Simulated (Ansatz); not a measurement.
**Run report: HfNH₃Cl₃F, nudged elastic band**

System: HfNH₃Cl₃F.
Method: RKS PBE/def2-SVP (Ansatz 0.2.0).

It belongs to a series of runs on one base structure; here: band between the two ends.

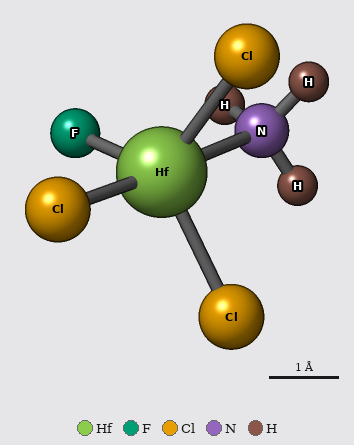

**Figure 1.** The input geometry (ball-and-stick view, seen at a tilt). Sticks mark near contacts. Bond lengths as drawn: Cl–Hf 2.37 to 2.38 Å, F–Hf 1.92 Å, Hf–N 2.46 Å and H–N 1.03 Å.

### The input
```yaml
crystal:
  periodic: [false, false, false]
  atoms:
    - { symbol: Hf, position_ang: [-0.072867, 0.012785, 0.06612] }
    - { symbol: F, position_ang: [0.390545, -0.166963, 1.921761] }
    - { symbol: Cl, position_ang: [2.118162, 0.036157, -0.830155] }
    - { symbol: Cl, position_ang: [-0.826399, 2.155557, -0.657618] }
    - { symbol: Cl, position_ang: [-0.937369, -1.919219, -1.031242] }
    - { symbol: "N", position_ang: [-2.288467, -0.025014, 1.130776] }
    - { symbol: H, position_ang: [-2.847871, -0.840214, 0.840492] }
    - { symbol: H, position_ang: [-2.841895, 0.815436, 0.910032] }
    - { symbol: H, position_ang: [-2.204138, -0.068524, 2.157232] }
basis:
  gaussian: { orbitals: def2-SVP }
hamiltonian:
  xc: pbe
neb:
  order_check: false
  images: 7
  f_tol: 0.05
  max_iterations: 60
  final_atoms:
    - { symbol: Hf, position_ang: [-0.43168735, 0.57596286, -0.15409652] }
    - { symbol: F, position_ang: [-0.95355555, 1.94396249, 1.08988672] }
    - { symbol: Cl, position_ang: [1.17129429, -1.01885237, 0.59476535] }
    - { symbol: Cl, position_ang: [0.94016721, 1.89973317, -1.56047791] }
    - { symbol: Cl, position_ang: [-2.07089673, -0.13356301, -1.72959616] }
    - { symbol: "N", position_ang: [-1.86753947, -0.66925369, 1.37960062] }
    - { symbol: H, position_ang: [-1.92322887, -1.67367457, 1.15731926] }
    - { symbol: H, position_ang: [-2.83651881, -0.31750064, 1.37546756] }
    - { symbol: H, position_ang: [-1.53833372, -0.60681325, 2.35452908] }
  initial_path:
    images:
      - { positions_ang: [[-0.072867, 0.012785, 0.06612], [0.390545, -0.166963, 1.921761], [2.118162, 0.036157, -0.830155], [-0.826399, 2.155557, -0.657618], [-0.937369, -1.919219, -1.031242], [-2.288467, -0.025014, 1.130776], [-2.847871, -0.840214, 0.840492], [-2.841895, 0.815436, 0.910032], [-2.204138, -0.068524, 2.157232]] }
      - { positions_ang: [[-0.05321069, 0.0126999, 0.05271315], [0.28756781, -0.13687768, 2.02671722], [2.18656296, 0.035406, -0.82229729], [-0.91265179, 2.13907781, -0.69022948], [-0.99582059, -1.94482374, -0.99651253], [-2.31267367, -0.0205238, 1.04207269], [-2.91079064, -0.78052521, 0.69688944], [-2.80158622, 0.75635693, 1.08457604], [-1.99769618, -0.06078921, 2.11346877]] }
      - { positions_ang: [[-0.03355437, 0.01261481, 0.0393063], [0.18459063, -0.10679236, 2.13167345], [2.25496391, 0.03465499, -0.81443958], [-0.99890458, 2.12259862, -0.72284097], [-1.05427217, -1.97042848, -0.96178307], [-2.33688034, -0.01603361, 0.95336938], [-2.97371027, -0.72083642, 0.55328688], [-2.76127744, 0.69727786, 1.25912007], [-1.79125437, -0.05305441, 2.06970554]] }
      - { positions_ang: [[-0.01389806, 0.01252971, 0.02589945], [0.08161344, -0.07670704, 2.23662967], [2.32336487, 0.03390399, -0.80658188], [-1.08515737, 2.10611944, -0.75545245], [-1.11272376, -1.99603322, -0.9270536], [-2.36108701, -0.01154341, 0.86466607], [-3.03662991, -0.66114763, 0.40968432], [-2.72096867, 0.63819879, 1.43366411], [-1.58481255, -0.04531962, 2.02594232]] }
      - { positions_ang: [[0.00575826, 0.01244461, 0.0124926], [-0.02136374, -0.04662172, 2.34158589], [2.39176583, 0.03315299, -0.79872417], [-1.17141015, 2.08964025, -0.78806393], [-1.17117534, -2.02163796, -0.89232414], [-2.38529369, -0.00705322, 0.77596275], [-3.09954954, -0.60145884, 0.26608176], [-2.68065989, 0.57911972, 1.60820815], [-1.37837074, -0.03758483, 1.98217909]] }
      - { positions_ang: [[-0.10360314, 0.15332417, -0.02915468], [-0.25441169, 0.45102433, 2.0286611], [2.08664794, -0.22984835, -0.45035179], [-0.64351581, 2.04216348, -0.98116742], [-1.39610569, -1.54961922, -1.10164214], [-2.25585513, -0.17260334, 0.92687222], [-2.80546937, -0.86951277, 0.48889113], [-2.71962462, 0.35496463, 1.550023], [-1.41836148, -0.17989193, 2.07526659]] }
      - { positions_ang: [[-0.21296455, 0.29420374, -0.07080196], [-0.48745964, 0.94867039, 1.71573631], [1.78153006, -0.49284969, -0.10197941], [-0.11562147, 1.99468671, -1.17427092], [-1.62103603, -1.07760049, -1.31096015], [-2.12641658, -0.33815345, 1.07778169], [-2.51138921, -1.13756671, 0.71170051], [-2.75858935, 0.13080954, 1.49183785], [-1.45835223, -0.32219904, 2.16835409]] }
      - { positions_ang: [[-0.32232595, 0.4350833, -0.11244924], [-0.7205076, 1.44631644, 1.40281151], [1.47641217, -0.75585103, 0.24639297], [0.41227287, 1.94720994, -1.36737441], [-1.84596638, -0.60558175, -1.52027815], [-1.99697803, -0.50370357, 1.22869115], [-2.21730904, -1.40562064, 0.93450989], [-2.79755408, -0.09334555, 1.4336527], [-1.49834297, -0.46450615, 2.26144158]] }
      - { positions_ang: [[-0.43168735, 0.57596286, -0.15409652], [-0.95355555, 1.94396249, 1.08988672], [1.17129429, -1.01885237, 0.59476535], [0.94016721, 1.89973317, -1.56047791], [-2.07089673, -0.13356301, -1.72959616], [-1.86753947, -0.66925369, 1.37960062], [-1.92322887, -1.67367457, 1.15731926], [-2.83651881, -0.31750064, 1.37546756], [-1.53833372, -0.60681325, 2.35452908]] }
```

Launch command:
```bash
ansatz run input.yaml --threads 4 --pin off --max-ram 5120MiB --backend cpu --events-out ev --progress --plain --runs-dir out
```

### What the program printed
```
Engine: ansatz 0.2.0, aarch64-unknown-linux-gnu
Functional definition: PBE
  parameter kappa = 0.804
  parameter beta = 0.06672455060314922
  exchange = pbe_x(kappa = kappa, mu = beta*pi^2/3)
  correlation = pbe_c(beta = beta)
1393 factors; their error is unknown
mean field evaluation 1: about -43098.6275 eV, gradient 6.4e1 eV
mean field evaluation 2: about -43052.9957 eV, gradient 1.7e2 eV
mean field evaluation 4: about -43106.0041 eV, gradient 1.4e1 eV
mean field evaluation 8: about -43106.3283 eV, gradient 1.1e-1 eV
mean field evaluation 16: about -43106.2177 eV, gradient 1.1e-3 eV
mean field -43106.21770895 eV, -1584.1242823602 hartree, gradient 4.9e-5 eV, S^2 0.000000; 0 other end points of the search recorded, 0 dependent functions left out
the calculation of the forces begins
reference -43106.21778850 eV, -1584.1242852835 hartree; 41, 41 occupied and 88, 88 virtual orbitals, 1393 factors
1393 factors; their error is unknown
mean field evaluation 32: about -43106.2326 eV, gradient 1.2e-1 eV
mean field -43106.23265741 eV, -1584.1248317059 hartree, gradient 3.0e-5 eV, S^2 0.000000; 0 other end points of the search recorded, 0 dependent functions left out
[... from here on the field's lines of each further geometry are left out, up to the last ...]
NEB iter   1: max|band force component| = 8.534e0 eV/Å  barrier→ = 5.0665 eV  barrier← = 5.0814 eV  Δτ_max = 0.2000 Å  (273 SCF iters)
NEB iter   2: max|band force component| = 2.573e0 eV/Å  barrier→ = 2.5534 eV  barrier← = 2.5684 eV  Δτ_max = 0.1986 Å  (259 SCF iters)
NEB iter   3: max|band force component| = 3.538e0 eV/Å  barrier→ = 1.6613 eV  barrier← = 1.6762 eV  Δτ_max = 0.0997 Å  (244 SCF iters)
NEB iter   4: max|band force component| = 1.689e0 eV/Å  barrier→ = 1.3731 eV  barrier← = 1.3881 eV  Δτ_max = 0.1967 Å  (239 SCF iters)
NEB iter   5: max|band force component| = 2.195e0 eV/Å  barrier→ = 0.9087 eV  barrier← = 0.9236 eV  Δτ_max = 0.2000 Å  (232 SCF iters)
NEB iter   6: max|band force component| = 2.110e0 eV/Å  barrier→ = 0.6298 eV  barrier← = 0.6447 eV  Δτ_max = 0.1954 Å  (239 SCF iters)
NEB iter   7: max|band force component| = 1.733e0 eV/Å  barrier→ = 0.4727 eV  barrier← = 0.4877 eV  Δτ_max = 0.2000 Å  (227 SCF iters)
NEB iter   8: max|band force component| = 1.281e0 eV/Å  barrier→ = 0.3882 eV  barrier← = 0.4031 eV  Δτ_max = 0.2000 Å  (234 SCF iters)
NEB iter   9: max|band force component| = 1.068e0 eV/Å  barrier→ = 0.3659 eV  barrier← = 0.3808 eV  Δτ_max = 0.1947 Å  (235 SCF iters)
NEB iter  10: max|band force component| = 9.271e-1 eV/Å  barrier→ = 0.3648 eV  barrier← = 0.3798 eV  Δτ_max = 0.1969 Å  (235 SCF iters)
NEB iter  11: max|band force component| = 7.881e-1 eV/Å  barrier→ = 0.3545 eV  barrier← = 0.3694 eV  Δτ_max = 0.1940 Å  (230 SCF iters)
NEB iter  12: max|band force component| = 6.545e-1 eV/Å  barrier→ = 0.3020 eV  barrier← = 0.3169 eV  Δτ_max = 0.1759 Å  (224 SCF iters)
NEB iter  13: max|band force component| = 2.725e-1 eV/Å  barrier→ = 0.2489 eV  barrier← = 0.2638 eV  CI = image 4  Δτ_max = 0.1788 Å  (220 SCF iters)
NEB iter  14: max|band force component| = 2.225e-1 eV/Å  barrier→ = 0.2366 eV  barrier← = 0.2516 eV  CI = image 4  Δτ_max = 0.2000 Å  (213 SCF iters)
NEB iter  15: max|band force component| = 1.611e0 eV/Å  barrier→ = 0.6945 eV  barrier← = 0.7094 eV  CI = image 6  Δτ_max = 0.1006 Å  (210 SCF iters)
NEB iter  16: max|band force component| = 1.278e0 eV/Å  barrier→ = 0.4297 eV  barrier← = 0.4446 eV  CI = image 6  Δτ_max = 0.2000 Å  (209 SCF iters)
NEB iter  17: max|band force component| = 6.209e-1 eV/Å  barrier→ = 0.2291 eV  barrier← = 0.2441 eV  CI = image 4  Δτ_max = 0.1459 Å  (217 SCF iters)
NEB iter  18: max|band force component| = 2.609e-1 eV/Å  barrier→ = 0.2314 eV  barrier← = 0.2464 eV  CI = image 4  Δτ_max = 0.1684 Å  (215 SCF iters)
NEB iter  19: max|band force component| = 1.819e-1 eV/Å  barrier→ = 0.2317 eV  barrier← = 0.2467 eV  CI = image 4  Δτ_max = 0.0971 Å  (213 SCF iters)
NEB iter  20: max|band force component| = 2.224e-1 eV/Å  barrier→ = 0.2317 eV  barrier← = 0.2466 eV  CI = image 4  Δτ_max = 0.0491 Å  (210 SCF iters)
NEB iter  21: max|band force component| = 1.499e-1 eV/Å  barrier→ = 0.2317 eV  barrier← = 0.2467 eV  CI = image 4  Δτ_max = 0.0489 Å  (211 SCF iters)
NEB iter  22: max|band force component| = 5.919e-2 eV/Å  barrier→ = 0.2318 eV  barrier← = 0.2467 eV  CI = image 4  Δτ_max = 0.0490 Å  (210 SCF iters)
NEB iter  23: max|band force component| = 6.305e-2 eV/Å  barrier→ = 0.2318 eV  barrier← = 0.2467 eV  CI = image 4  Δτ_max = 0.0245 Å  (211 SCF iters)
NEB iter  24: max|band force component| = 5.803e-2 eV/Å  barrier→ = 0.2317 eV  barrier← = 0.2467 eV  CI = image 4  Δτ_max = 0.0245 Å  (215 SCF iters)
NEB iter  25: max|band force component| = 5.546e-2 eV/Å  barrier→ = 0.2317 eV  barrier← = 0.2467 eV  CI = image 4  Δτ_max = 0.0490 Å  (212 SCF iters)
the calculation of the forces begins
reference -43106.19528102 eV, -1584.1234581488 hartree; 41, 41 occupied and 88, 88 virtual orbitals, 1393 factors
1393 factors; their error is unknown
mean field evaluation 1664: about -43105.9860 eV, gradient 6.7e-5 eV
mean field -43105.98602400 eV, -1584.1157680951 hartree, gradient 1.0e-5 eV, S^2 0.000000; 1 other end points of the search recorded, 0 dependent functions left out
the calculation of the forces begins
reference -43105.98610486 eV, -1584.1157710669 hartree; 41, 41 occupied and 88, 88 virtual orbitals, 1393 factors
NEB iter  26: max|band force component| = 4.609e-2 eV/Å  barrier→ = 0.2317 eV  barrier← = 0.2466 eV  CI = image 4  Δτ_max = 0.0000 Å  (559 SCF iters)
```

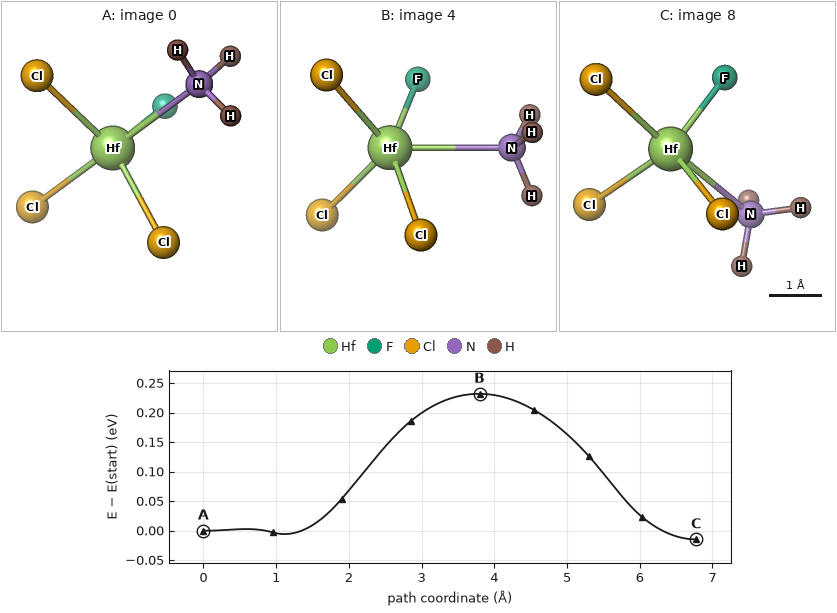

**Figure 2.** Images of the last band (counted from 0; ball-and-stick, seen at a tilt) above the energy along the path; the line is a cubic interpolation that uses the forces. The highest image is number 4, 0.232 eV above the start and 0.247 eV above the end (the climbing image); the end lies 0.015 eV below the start. The path is 6.77 Å long. The band converged in 26 iterations.

```
Total energy: -43105.98610486 eV, -1584.1157710669 hartree
Atom 0 at    -0.265960     0.359307    -0.051931 Å, force    -0.001609     0.001989     0.000504 eV/Å
Atom 1 at     0.064285     1.011174     1.751814 Å, force    -0.001189     0.002317    -0.001269 eV/Å
Atom 2 at     1.766337    -0.802716    -0.334782 Å, force    -0.000122    -0.001804    -0.001898 eV/Å
Atom 3 at    -0.338429     2.448842    -1.141891 Å, force     0.001113     0.001346     0.002029 eV/Å
Atom 4 at    -1.641301    -0.916750    -1.589411 Å, force     0.001579    -0.002696     0.001698 eV/Å
Atom 5 at    -2.055933    -0.431664     1.309247 Å, force     0.005787    -0.005305     0.004385 eV/Å
Atom 6 at    -2.175071    -1.453951     1.248971 Å, force    -0.002687     0.002342    -0.002069 eV/Å
Atom 7 at    -2.963825    -0.037915     1.018905 Å, force     0.000345     0.001142     0.003214 eV/Å
Atom 8 at    -1.900404    -0.176326     2.296476 Å, force    -0.003217     0.000670    -0.006593 eV/Å
Dipole moment:    -0.897473    -0.354160     0.822561 e Å
this run last wrote the band of iteration 26 to [file]
```

### The last band as extended XYZ (Å, eV, eV/Å)
```
9
Properties=species:S:1:pos:R:3:forces:R:3 image=0 energy=-43106.21771
Hf   -0.0729    0.0128    0.0661   -0.0207   0.0038  -0.0053
F     0.3905   -0.1670    1.9218    0.0018  -0.0036   0.0040
Cl    2.1182    0.0362   -0.8302    0.0002  -0.0009  -0.0015
Cl   -0.8264    2.1556   -0.6576    0.0053  -0.0049   0.0006
Cl   -0.9374   -1.9192   -1.0312    0.0076   0.0041   0.0019
N    -2.2885   -0.0250    1.1308    0.0153  -0.0056   0.0055
H    -2.8479   -0.8402    0.8405    0.0000   0.0078   0.0008
H    -2.8419    0.8154    0.9100   -0.0060  -0.0039   0.0001
H    -2.2041   -0.0685    2.1572   -0.0035   0.0031  -0.0061
9
Properties=species:S:1:pos:R:3:forces:R:3 image=1 energy=-43106.22070
Hf   -0.0748   -0.0281    0.0648   -0.0012   0.0091   0.0034
F     0.4184   -0.4459    1.8724   -0.0090   0.0326  -0.0005
Cl    2.0855    0.1029   -0.8979    0.0001  -0.0298   0.0147
Cl   -0.7879    2.1986   -0.4276    0.0184   0.0192  -0.0179
Cl   -0.9915   -1.8552   -1.1518   -0.0198   0.0266  -0.0137
N    -2.2760   -0.0082    1.1337   -0.0102  -0.0188   0.0031
H    -2.6829   -0.9427    1.2881    0.0212  -0.0082   0.0000
H    -2.9564    0.5239    0.5713   -0.0043  -0.0259   0.0069
H    -2.2447    0.4547    2.0544    0.0048  -0.0047   0.0040
9
Properties=species:S:1:pos:R:3:forces:R:3 image=2 energy=-43106.16427
Hf   -0.1192    0.1281    0.0201    0.0037  -0.0257   0.0016
F     0.3364   -0.0004    1.8900    0.0087  -0.0735   0.0014
Cl    2.0793   -0.2864   -0.7555    0.0146   0.0492  -0.0434
Cl   -0.6262    2.3398   -0.6476   -0.0315  -0.0122   0.0370
Cl   -1.2118   -1.5358   -1.3131    0.0407  -0.0558   0.0119
N    -2.2472   -0.1085    1.1801    0.0085   0.0567  -0.0040
H    -2.4276   -1.1148    1.3137   -0.0205   0.0221   0.0140
H    -3.0791    0.2638    0.7002    0.0001   0.0159  -0.0178
H    -2.2149    0.3141    2.1195   -0.0244   0.0232  -0.0007
9
Properties=species:S:1:pos:R:3:forces:R:3 image=3 energy=-43106.03247
Hf   -0.1917    0.2571   -0.0146    0.0033  -0.0074  -0.0018
F     0.2454    0.5223    1.8572    0.0202  -0.0507   0.0114
Cl    1.9419   -0.6107   -0.5492    0.0177   0.0249  -0.0332
Cl   -0.4812    2.4208   -0.9016   -0.0245  -0.0021   0.0247
Cl   -1.4075   -1.2406   -1.4698    0.0247  -0.0370   0.0134
N    -2.1754   -0.2574    1.2430    0.0107   0.0320  -0.0002
H    -2.2940   -1.2806    1.2860   -0.0170   0.0096   0.0080
H    -3.0550    0.1023    0.8449   -0.0168   0.0087  -0.0146
H    -2.0928    0.0868    2.2114   -0.0183   0.0219  -0.0076
9
Properties=species:S:1:pos:R:3:forces:R:3 image=4 energy=-43105.98602
Hf   -0.2660    0.3593   -0.0519   -0.0016   0.0020   0.0005
F     0.0643    1.0112    1.7518   -0.0012   0.0023  -0.0013
Cl    1.7663   -0.8027   -0.3348   -0.0001  -0.0018  -0.0019
Cl   -0.3384    2.4488   -1.1419    0.0011   0.0013   0.0020
Cl   -1.6413   -0.9167   -1.5894    0.0016  -0.0027   0.0017
N    -2.0559   -0.4317    1.3092    0.0058  -0.0053   0.0044
H    -2.1751   -1.4540    1.2490   -0.0027   0.0023  -0.0021
H    -2.9638   -0.0379    1.0189    0.0003   0.0011   0.0032
H    -1.9004   -0.1763    2.2965   -0.0032   0.0007  -0.0066
9
Properties=species:S:1:pos:R:3:forces:R:3 image=5 energy=-43106.01343
Hf   -0.2805    0.4094   -0.0482   -0.0010   0.0197   0.0149
F    -0.2238    1.3281    1.6634   -0.0239   0.0244  -0.0249
Cl    1.6570   -0.9305   -0.0093   -0.0164  -0.0089   0.0201
Cl    0.0094    2.3826   -1.3160    0.0294  -0.0030  -0.0136
Cl   -1.7317   -0.6792   -1.6483   -0.0236   0.0172  -0.0136
N    -2.0131   -0.5313    1.3091   -0.0101  -0.0211   0.0143
H    -2.1640   -1.5429    1.1814    0.0175  -0.0029  -0.0017
H    -2.9152   -0.0937    1.0656    0.0156  -0.0014   0.0103
H    -1.8484   -0.3426    2.3097    0.0126  -0.0240  -0.0057
9
Properties=species:S:1:pos:R:3:forces:R:3 image=6 energy=-43106.09111
Hf   -0.3281    0.4799   -0.0825   -0.0117   0.0121  -0.0197
F    -0.4617    1.5548    1.5203   -0.0527   0.0558  -0.0326
Cl    1.4878   -1.0107    0.1455   -0.0447  -0.0056   0.0265
Cl    0.3369    2.2975   -1.4450    0.0650  -0.0138  -0.0163
Cl   -1.9282   -0.3871   -1.6605   -0.0187   0.0496   0.0079
N    -1.9427   -0.6216    1.3426    0.0179  -0.0649   0.0359
H    -1.9814   -1.6501    1.2856    0.0111   0.0012  -0.0253
H    -2.8825   -0.2962    1.0682    0.0239  -0.0247   0.0367
H    -1.8104   -0.3666    2.3331    0.0099  -0.0097  -0.0130
9
Properties=species:S:1:pos:R:3:forces:R:3 image=7 energy=-43106.19520
Hf   -0.3887    0.5446   -0.1286   -0.0337   0.0154  -0.0110
F    -0.7123    1.7777    1.3150   -0.0448   0.0304  -0.0302
Cl    1.2851   -1.0683    0.3315   -0.0275  -0.0068   0.0249
Cl    0.6937    2.0990   -1.5496    0.0514  -0.0211  -0.0106
Cl   -2.0861   -0.1544   -1.6627   -0.0125   0.0453  -0.0087
N    -1.8818   -0.6715    1.3731    0.0174  -0.0048   0.0234
H    -1.8022   -1.6983    1.3594    0.0121  -0.0151  -0.0171
H    -2.8577   -0.4576    1.1179    0.0159  -0.0241   0.0158
H    -1.7604   -0.3712    2.3515    0.0216  -0.0192   0.0135
9
Properties=species:S:1:pos:R:3:forces:R:3 image=8 energy=-43106.23266
Hf   -0.4317    0.5760   -0.1541   -0.0028  -0.0030   0.0014
F    -0.9536    1.9440    1.0899    0.0009   0.0001  -0.0005
Cl    1.1713   -1.0189    0.5948    0.0017   0.0019  -0.0001
Cl    0.9402    1.8997   -1.5605   -0.0011  -0.0010   0.0010
Cl   -2.0709   -0.1336   -1.7296    0.0013   0.0004   0.0006
N    -1.8675   -0.6693    1.3796    0.0042   0.0047  -0.0043
H    -1.9232   -1.6737    1.1573   -0.0024  -0.0036  -0.0014
H    -2.8365   -0.3175    1.3755   -0.0024   0.0008   0.0018
H    -1.5383   -0.6068    2.3545    0.0005  -0.0002   0.0014
```

### Results in brief

| quantity | value |
| --- | --- |
| outcome | converged |
| barrier, forward | 0.232 eV |
| barrier, backward | 0.247 eV |
| hardware | 4 threads of Arm Neoverse V1, 24 GiB of memory available, shared host |
| wall time | 6 min (CPU time 23 min) |
| peak memory | 0.21 GiB |

### Remarks

The order of the saddle point was not checked.
